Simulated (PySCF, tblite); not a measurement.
# C6H12F12Si6: electronic excitations, NMR shifts

Wanted: electronic excitations, NMR shifts for C6H12F12Si6 (`F[Si]1(F)C[Si](F)(F)C[Si](F)(F)C[Si](F)(F)C[Si](F)(F)C[Si](F)(F)C1`).

Programs: tblite 0.8.0 and PySCF 2.14.0, with routines of our own; each step states its level. All values are computed. Atoms count from 0.

## 1. The system as given

36 atoms, charge 0, multiplicity 1; geometry from: force field, distance geometry or constructed start.

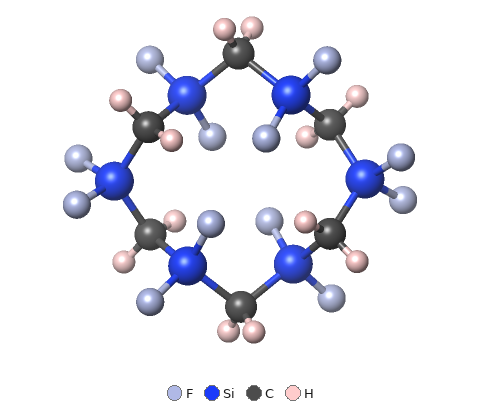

The starting geometry (fluorine light blue, silicon blue, carbon dark grey, hydrogen pink).

## 2. Relaxing the molecule with GFN2-xTB

What the job is given:

```
{"job": {"kind": "relax", "xc": "GFN2-xTB", "basis": "xTB"}, "charge": 0, "multiplicity": 1}
F      2.340300    -3.697800    -0.643600
Si     2.255600    -2.360500     0.245200
F      3.514600    -2.420800     1.260600
C      0.739300    -2.459300     1.281600
Si    -0.713100    -2.572400     0.182500
F     -0.515100    -1.601200    -1.081300
F     -0.826000    -4.072800    -0.369900
C     -2.338200    -2.163900     0.940100
Si    -2.425600    -0.336800     1.118300
F     -1.058400     0.149300     1.787000
F     -3.618100    -0.036800     2.151400
C     -2.746300     0.607600    -0.417100
Si    -2.262300     2.363700    -0.128900
F     -3.155400     2.934600     1.066300
F     -2.689700     3.184200    -1.449900
C     -0.515000     2.797900     0.263300
Si     0.537200     2.315500    -1.161000
F      0.379900     3.417100    -2.312500
F      0.041500     0.912300    -1.751500
C      2.344500     2.167600    -0.817300
Si     2.601500     0.596000     0.102600
F      4.060700     0.691200     0.761300
F      1.529100     0.544500     1.290400
C      2.512400    -0.947600    -0.892700
H      0.676300    -1.606900     1.967000
H      0.779800    -3.351200     1.932000
H     -3.163000    -2.524800     0.311400
H     -2.441800    -2.658100     1.912600
H     -3.805900     0.555600    -0.678900
H     -2.206300     0.192600    -1.269300
H     -0.189500     2.319600     1.184700
H     -0.430700     3.876400     0.433300
H      2.688200     3.023500    -0.235600
H      2.917700     2.161500    -1.748400
H      3.450400    -1.078300    -1.452600
H      1.725000    -0.899400    -1.645400
```

Started as:

```sh
$ OMP_NUM_THREADS=2 python large_run.py task.json out
```

This one command runs all jobs of the session in turn.

What it wrote:

```text
step      E/eV     max force
  0   -2364.10079    1.704
  1   -2364.24888    0.465
  2   -2364.30537    0.412
  3   -2364.41980    0.603
  4   -2364.48860    0.571
  5   -2364.56080    0.420
  6   -2364.62776    0.470
  7   -2364.67915    0.373
  8   -2364.70439    0.204
  9   -2364.71430    0.142
 10   -2364.72181    0.150
 11   -2364.73344    0.208
 12   -2364.74500    0.199
 13   -2364.75292    0.148
 14   -2364.75818    0.147
 15   -2364.76369    0.185
 16   -2364.77002    0.179
 17   -2364.77584    0.136
 18   -2364.77930    0.073
 19   -2364.78108    0.068
 20   -2364.78264    0.075
 21   -2364.78476    0.086
 22   -2364.78747    0.105
 23   -2364.79022    0.091
 24   -2364.79207    0.061
 25   -2364.79293    0.050
 26   -2364.79338    0.034
 27   -2364.79391    0.050
 28   -2364.79473    0.064
 29   -2364.79573    0.064
 30   -2364.79655    0.050
 31   -2364.79704    0.042
 32   -2364.79740    0.045
 33   -2364.79783    0.046
 34   -2364.79826    0.046
 35   -2364.79859    0.037
 36   -2364.79881    0.028
 37   -2364.79900    0.033
 38   -2364.79920    0.027
 39   -2364.79936    0.022
 40   -2364.79948    0.017
```

Wall time 1.2 s (2 threads of Arm Neoverse V2, shared host); peak memory 0.18 GiB.

Step by step:

```tsv
step	energy from step 0 (eV)	largest force (eV/Å)
0	0.0000	1.7041
1	-0.1481	0.4651
2	-0.2046	0.4123
3	-0.3190	0.6033
4	-0.3878	0.5710
5	-0.4600	0.4194
6	-0.5270	0.4698
7	-0.5784	0.3728
8	-0.6036	0.2043
10	-0.6210	0.1500
13	-0.6521	0.1479
15	-0.6629	0.1848
18	-0.6785	0.0734
20	-0.6818	0.0748
23	-0.6894	0.0904
25	-0.6921	0.0507
28	-0.6939	0.0639
30	-0.6958	0.0502
33	-0.6970	0.0464
36	-0.6980	0.0282
37	-0.6982	0.0333
38	-0.6984	0.0271
39	-0.6986	0.0224
40	-0.6987	0.0175
```

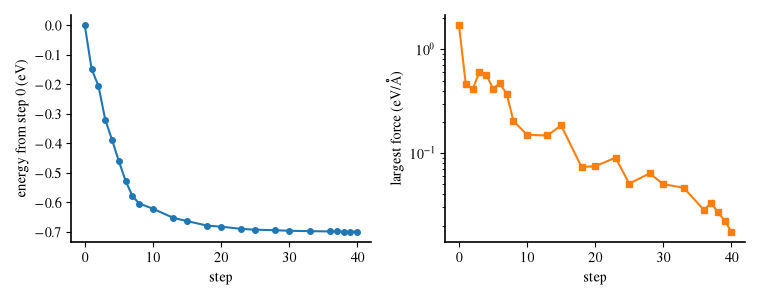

Energy and force, step by step.

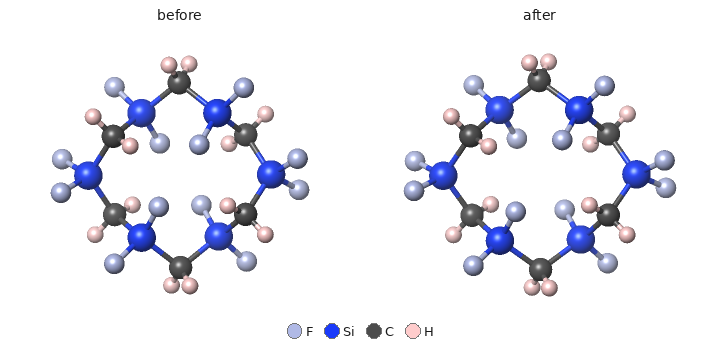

Before and after, at one scale.

Distances of close pairs at the start and the end, largest changes first:

```tsv
bond	before (Å)	after (Å)	change (Å)
C3–Si4	1.825	1.880	+0.055
Si1–C23	1.832	1.886	+0.054
Si8–C11	1.831	1.880	+0.049
Si1–C3	1.839	1.886	+0.047
C7–Si8	1.838	1.884	+0.046
C19–Si20	1.839	1.885	+0.046
C15–Si16	1.835	1.881	+0.045
Si4–C7	1.839	1.884	+0.045
```

The end geometry stands in the next job.

## 3. Electronic excitations: TDA B3LYP/def2-SVP

What the job is given:

```
{"job": {"kind": "uv", "basis": "def2-SVP", "grid": 1, "kgrid": 0, "vcut": 1.5, "nstates": 6, "ntriplets": 2, "tda": true, "delta": [], "pop": true, "xc": "B3LYP"}, "charge": 0, "multiplicity": 1}
F      2.563563    -3.827333    -0.616387
Si     2.385312    -2.495713     0.262824
F      3.632734    -2.653854     1.261624
C      0.781216    -2.556164     1.252930
Si    -0.751625    -2.699953     0.174111
F     -0.580914    -1.824923    -1.166927
F     -0.870761    -4.165864    -0.468142
C     -2.394724    -2.215200     0.958341
Si    -2.547416    -0.350576     1.181897
F     -1.232089     0.149130     1.965099
F     -3.664291    -0.029154     2.288745
C     -2.816640     0.674319    -0.371009
Si    -2.386288     2.496600    -0.143455
F     -3.290570     3.156874     1.007461
F     -2.906668     3.326816    -1.415559
C     -0.569775     2.869622     0.201386
Si     0.563468     2.426059    -1.232442
F      0.386724     3.456842    -2.450211
F      0.066082     1.069684    -1.944650
C      2.395206     2.217256    -0.839231
Si     2.734632     0.626274     0.113499
F      4.148096     0.739559     0.865921
F      1.746081     0.606757     1.385083
C      2.603937    -0.985720    -0.846526
H      0.709101    -1.660807     1.865822
H      0.824425    -3.399033     1.941269
H     -3.204370    -2.589821     0.336132
H     -2.508677    -2.695785     1.927461
H     -3.856435     0.594025    -0.684771
H     -2.218081     0.265915    -1.181933
H     -0.258186     2.325414     1.090021
H     -0.465170     3.928430     0.434793
H      2.755495     3.060746    -0.253685
H      2.957010     2.228075    -1.771077
H      3.497390    -1.119786    -1.455202
H      1.765854    -0.926957    -1.537379
```

With the program's defaults for keys left out, this is: TDA B3LYP/def2-SVP, vertical, gas phase, core orbitals frozen in the response, virtual orbitals cut by energy.

What it wrote:

```text
start: PBE on a coarse grid of 34765 points
cycle   1  E = -3166.5777157622  dE =  2.674e+00  |g| = 2.022e+00  |ddm| = 6.674e+00
cycle   2  E = -3164.8419392701  dE =  1.736e+00  |g| = 3.812e+00  |ddm| = 5.558e+00
cycle   3  E = -3167.2811579128  dE = -2.439e+00  |g| = 4.792e-01  |ddm| = 3.855e+00
cycle   4  E = -3167.3367819565  dE = -5.562e-02  |g| = 9.414e-02  |ddm| = 5.456e-01
cycle   5  E = -3167.3387252098  dE = -1.943e-03  |g| = 2.203e-02  |ddm| = 8.074e-02
cycle   6  E = -3167.3388039194  dE = -7.871e-05  |g| = 7.710e-03  |ddm| = 2.222e-02
final grid: 149435 points
cycle   7  E = -3170.2795918016  dE = -6.804e-03  |g| = 2.036e-01  |ddm| = 4.869e-01
cycle   8  E = -3170.2700722453  dE =  9.520e-03  |g| = 3.175e-01  |ddm| = 4.271e-01
cycle   9  E = -3170.2866194325  dE = -1.655e-02  |g| = 1.464e-02  |ddm| = 2.546e-01
cycle  10  E = -3170.2866718259  dE = -5.239e-05  |g| = 3.433e-03  |ddm| = 1.799e-02
cycle  11  E = -3170.2866724459  dE = -6.200e-07  |g| = 1.061e-03  |ddm| = 3.991e-03
cycle  12  E = -3170.2866726917  dE = -2.458e-07  |g| = 3.388e-04  |ddm| = 1.200e-03
cycle  13  E = -3170.2866736899  dE = -9.983e-07  |g| = 8.877e-05  |ddm| = 3.422e-04
converged SCF energy = -3170.2866736899

Static polarisability (au): isotropic 161.061, principal 132.459 172.128 178.595

Singlet excitations
state   eV       nm        f      main configurations
  1   7.8253    158.4   0.00070   H->L 0.90
  2   7.9835    155.3   0.16607   H->L+1 0.76, H-2->L 0.19
  3   8.2091    151.0   0.00060   H-1->L 0.94
  4   8.2137    150.9   0.00039   H->L+2 0.67, H-2->L+1 0.22
  5   8.2919    149.5   0.03885   H-2->L 0.71, H->L+1 0.19
  6   8.3447    148.6   0.00000   H-1->L+1 0.71, H->L+3 0.18

Triplet excitations (Tamm-Dancoff, eV): 7.5475 7.5725
```

Run time: 39 s. Hardware: 2 threads of Arm Neoverse V2, shared host; peak memory 1.3 GiB.

Frontier orbitals and where they lie:

```tsv
orbital	eV	atoms
HOMO−4	-10.01	C23 9 %, C3 9 %, C15 9 %
HOMO−3	-9.79	C19 9 %, C7 9 %, C3 9 %
HOMO−2	-9.21	C7 16 %, C19 15 %, C3 6 %
HOMO−1	-9.20	C23 12 %, C11 12 %, C15 11 %
HOMO	-8.82	C19 10 %, C7 10 %, C23 9 %
LUMO	-0.14	Si4 16 %, Si8 16 %, Si20 16 %
LUMO+1	-0.01	Si16 15 %, Si20 15 %, Si8 14 %
LUMO+2	0.27	Si16 8 %, Si20 8 %, Si8 8 %
LUMO+3	0.52	Si12 22 %, Si1 22 %, Si8 7 %
```

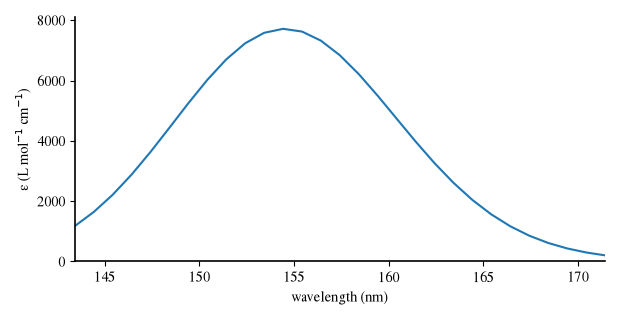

Absorption spectrum: each of the 6 states is a Gaussian band of 0.4 eV half-width at 1/e. Beyond the last state computed it falls off for lack of states.

Further results of this job:

```tsv
property	computed
dipole moment (D)	0.01
polarisability (Å³)	23.87
HOMO–LUMO gap (eV)	8.69
−ε(HOMO) (eV)	8.82
```

## 4. NMR shifts: GIAO KT3/pcSseg-1

Settings changed since step 3:

```diff
@@ -1,2 +1,2 @@
-{"job": {"kind": "uv", "basis": "def2-SVP", "grid": 1, "kgrid": 0, "vcut": 1.5, "nstates": 6, "ntriplets": 2, "tda": true, "delta": [], "pop": true, "xc": "B3LYP"}, "charge": 0, "multiplicity": 1}
+{"job": {"kind": "nmr", "xc": "KT3", "basis": "pcSseg-1", "pop": false}, "charge": 0, "multiplicity": 1}
 F      2.563563    -3.827333    -0.616387
```

Level: GIAO KT3/pcSseg-1 NMR shielding, non-relativistic, gas phase.

What it wrote:

```text
start: PBE on a coarse grid of 34765 points
cycle   1  E = -3168.4100619793  dE =  2.689e+00  |g| = 2.055e+00  |ddm| = 6.145e+00
cycle   2  E = -3166.7976358355  dE =  1.612e+00  |g| = 3.845e+00  |ddm| = 4.412e+00
cycle   3  E = -3169.0827558962  dE = -2.285e+00  |g| = 4.755e-01  |ddm| = 3.115e+00
cycle   4  E = -3169.1338282843  dE = -5.107e-02  |g| = 8.308e-02  |ddm| = 4.423e-01
cycle   5  E = -3169.1352226868  dE = -1.394e-03  |g| = 2.136e-02  |ddm| = 6.045e-02
cycle   6  E = -3169.1352822477  dE = -5.956e-05  |g| = 8.665e-03  |ddm| = 1.810e-02
final grid: 308901 points
cycle   7  E = -3203.2427237078  dE = -4.181e-02  |g| = 6.501e-01  |ddm| = 8.117e-01
cycle   8  E = -3203.1112919941  dE =  1.314e-01  |g| = 1.098e+00  |ddm| = 1.173e+00
cycle   9  E = -3203.2928897105  dE = -1.816e-01  |g| = 1.303e-01  |ddm| = 8.758e-01
cycle  10  E = -3203.2954889592  dE = -2.599e-03  |g| = 2.496e-02  |ddm| = 1.195e-01
cycle  11  E = -3203.2956382230  dE = -1.493e-04  |g| = 4.621e-03  |ddm| = 2.432e-02
cycle  12  E = -3203.2956446713  dE = -6.448e-06  |g| = 2.820e-03  |ddm| = 5.506e-03
cycle  13  E = -3203.2956412065  dE =  3.465e-06  |g| = 4.843e-04  |ddm| = 2.085e-03
cycle  14  E = -3203.2956419593  dE = -7.527e-07  |g| = 1.183e-04  |ddm| = 5.645e-04
cycle  15  E = -3203.2956433115  dE = -1.352e-06  |g| = 3.036e-05  |ddm| = 1.252e-04
converged SCF energy = -3203.2956433115

GIAO shielding tensors (ppm)
atom      isotropic    diamagn.    paramagn.     s11        s22        s33       span
  0 F      302.222     465.957    -163.735    236.330    317.628    352.708    116.378
  1 Si     363.850     880.619    -516.768    329.680    355.531    406.340     76.659
  2 F      302.217     465.663    -163.446    236.319    317.535    352.797    116.478
  3 C      178.265     273.260     -94.994    166.568    175.804    192.425     25.857
  4 Si     359.439     887.221    -527.782    323.218    344.053    411.046     87.828
  5 F      304.586     487.445    -182.859    247.982    326.660    339.115     91.133
  6 F      297.987     466.682    -168.694    231.487    315.161    347.314    115.827
  7 C      176.729     268.333     -91.604    158.591    184.006    187.589     28.998
  8 Si     359.383     887.022    -527.639    323.130    343.948    411.070     87.941
  9 F      304.529     487.116    -182.587    247.974    326.622    338.991     91.017
 10 F      297.982     466.438    -168.456    231.460    315.147    347.340    115.880
 11 C      178.247     273.380     -95.133    166.572    175.742    192.427     25.855
 12 Si     363.844     880.653    -516.809    329.652    355.534    406.346     76.694
 13 F      302.255     465.651    -163.396    236.372    317.607    352.785    116.413
 14 F      302.232     466.019    -163.787    236.351    317.623    352.722    116.371
 15 C      178.176     273.288     -95.113    166.487    175.713    192.327     25.840
 16 Si     359.343     887.296    -527.953    323.075    343.937    411.017     87.941
 17 F      297.921     466.849    -168.928    231.349    315.106    347.309    115.960
 18 F      304.487     487.435    -182.948    247.856    326.630    338.974     91.118
 19 C      176.534     268.456     -91.921    158.341    183.919    187.343     29.001
 20 Si     359.307     887.059    -527.752    323.046    343.863    411.011     87.965
 21 F      297.856     466.537    -168.681    231.263    315.014    347.292    116.030
 22 F      304.513     487.074    -182.561    247.843    326.621    339.076     91.234
 23 C      178.148     273.428     -95.280    166.466    175.663    192.316     25.850
 24 H       30.764      45.321     -14.557     27.275     29.304     35.713      8.438
 25 H       31.187      29.525       1.661     26.179     29.034     38.348     12.170
 26 H       31.221      30.883       0.338     26.611     28.980     38.071     11.461
 27 H       31.217      30.612       0.605     26.608     28.976     38.068     11.460
 28 H       31.189      29.788       1.402     26.184     29.036     38.349     12.165
 29 H       30.758      45.674     -14.917     27.274     29.292     35.707      8.433
 30 H       30.756      45.303     -14.547     27.277     29.294     35.697      8.420
 31 H       31.181      29.634       1.547     26.176     29.028     38.338     12.162
 32 H       31.199      30.737       0.461     26.594     28.965     38.037     11.442
 33 H       31.201      30.998       0.203     26.596     28.968     38.039     11.443
 34 H       31.176      29.864       1.312     26.174     29.024     38.331     12.157
 35 H       30.750      45.677     -14.927     27.268     29.289     35.694      8.426
```

Wall time 23 s (2 threads of Arm Neoverse V2, shared host); peak memory 1.1 GiB.

Shifts follow as δ = σ(reference) − σ, with reference shieldings (ppm) from runs at the same level and on the same kind of geometry: ¹H TMS 31.76, ¹³C TMS 184.7, ²⁹Si TMS 361.7, ¹⁹F CFCl3 142.4. The references are single molecules in the gas phase, so shifts against H2O, NH3, PH3, H3PO4 or CFCl3 are not on the usual liquid scales and can be off by tens of ppm. Atoms listed in one row are averaged.

```tsv
atoms	environment	σ (ppm)	δ (ppm)
C3, C7, C11, C15, C19, C23	sp3 CH2 bonded to 2 Si	177.7	7.0
H24, H25, H26, H27, H28 and 7 more	hydrogen on an sp3 CH2 bonded to 2 Si	31.05	0.71
F0, F2, F5, F6, F9 and 7 more	fluorine bonded to Si	301.6	-159.2
Si1, Si4, Si8, Si12, Si16, Si20	silicon bonded to 2 C, 2 F, in a 12-membered ring	360.9	0.8
```

## 5. Results

| quantity | value |
| --- | --- |
| lowest singlet (B3LYP/def2-SVP) | 7.83 eV (158 nm), f = 0.001 |
| brightest single state of those computed | state 2, 7.98 eV, f = 0.166 |
| lowest triplet | 7.55 eV |
| ¹³C shifts against TMS (KT3/pcSseg-1, means over atoms taken as alike) | 7.0 ppm |
| ¹H shifts against TMS (KT3/pcSseg-1, means over atoms taken as alike) | 0.71 ppm |
| ¹⁹F shifts against CFCl3 (KT3/pcSseg-1, means over atoms taken as alike) | -159.2 ppm |
| ²⁹Si shifts against TMS (KT3/pcSseg-1, means over atoms taken as alike) | 0.8 ppm |

**Reading.** The first singlet state (HOMO→LUMO 0.90) lies at 7.83 eV and is dark; of the 6 states computed, the strongest absorption comes from state 2 at 7.98 eV. The lowest triplet lies 0.28 eV below the lowest singlet. The basis of B3LYP/def2-SVP has no diffuse functions, so Rydberg states are missing and the high states are unreliable. At KT3/pcSseg-1: The largest span, 108 ppm, is at F0, F2, F5, F6, F9 and 7 more, where the paramagnetic term is -172 ppm.
